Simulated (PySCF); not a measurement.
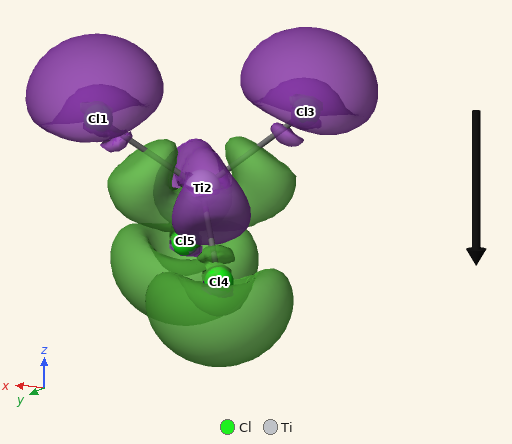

Figure. Cl$_{4}$Ti, SMILES `Cl[Ti](Cl)(Cl)Cl`. Change of the electron density in a uniform field of 0.21 V/Å along −z (arrow), surfaces at ±0.0015 e/Å³ (purple: gain, green: loss).

Level of theory: PBE0/def2-SVP (PySCF), at a geometry from GFN2-xTB. This is a single-reference result, which may miss multireference character in this system. No frequency check shows the geometry to be a minimum. A basis without diffuse functions makes polarisabilities too small. GFN2-xTB bond lengths at metals and heavier atoms can be off by up to 0.1 Å and shapes distorted, which carries into these values.

Input

```python
import numpy as np
from pyscf import gto, scf, dft
from pyscf.scf import atom_ks, atom_hf
from scipy.linalg import block_diag

def solve(mol, dm0=None, hcore=None):
    mf = (dft.UKS if mol.spin else dft.RKS)(mol, xc='pbe0')
    mf.grids.level = 3
    mf = mf.density_fit(auxbasis='def2-universal-jkfit')
    mf.conv_tol, mf.max_cycle = 1e-8, 80
    if hcore is not None:
        mf.get_hcore = lambda *args: hcore
    mf.kernel(dm0)
    if not mf.converged:
        mf = mf.newton().run(mf.mo_coeff, mf.mo_occ, max_cycle=30)
    assert mf.converged, 'SCF not converged'
    return mf

mol = gto.M(atom='''
Cl     1.45568     0.92329     1.21882
Ti     0.00002     0.00001     0.00004
Cl    -1.45568    -0.92329     1.21883
Cl    -0.92334     1.45560    -1.21885
Cl     0.92333    -1.45561    -1.21885
''', basis='def2-svp', charge=0, spin=0, verbose=4)
field = np.array([0.0, 0.0, 0.004])  # atomic units
mol.set_common_orig(mol.atom_charges() @ mol.atom_coords() / mol.atom_charges().sum())
mf = solve(mol)
out = dict(dm0=mf.make_rdm1(), d0=mf.dip_moment(unit='AU'), e0=mf.e_tot)
for name, sign in (('p', 1), ('m', -1)):
    h = mf.get_hcore() + sign * np.einsum('x,xij->ij', field, mol.intor('int1e_r'))
    mi = solve(mol, mf.make_rdm1(), h)
    out.update({'dm' + name: mi.make_rdm1(), 'd' + name: mi.dip_moment(unit='AU'), 'e' + name: mi.e_tot})
# spherically averaged free atoms, for the promolecule
atm = atom_ks.get_atm_nrks(mol, xc='pbe0')
pro = block_diag(*[(atm[a[0]][2] * atm[a[0]][3]) @ atm[a[0]][2].T for a in mol._atom])
np.savez('result.npz', pro=pro, **out)
```

Run with:

```sh
OMP_NUM_THREADS=1 python input.py
```

The run took 31 s on 1 thread of Arm Neoverse V1, on a shared host, peak memory 0.52 GiB.

Partitions, critical points and surface values were worked out afterwards from this run's density.

The field was applied in both directions; the picture shows the one opposite to the script's first.

### How large is the response?

The induced dipole is 0.69 D (along the field); α along this axis, from the fields in both directions, is 68 bohr³ (10.0 Å³).
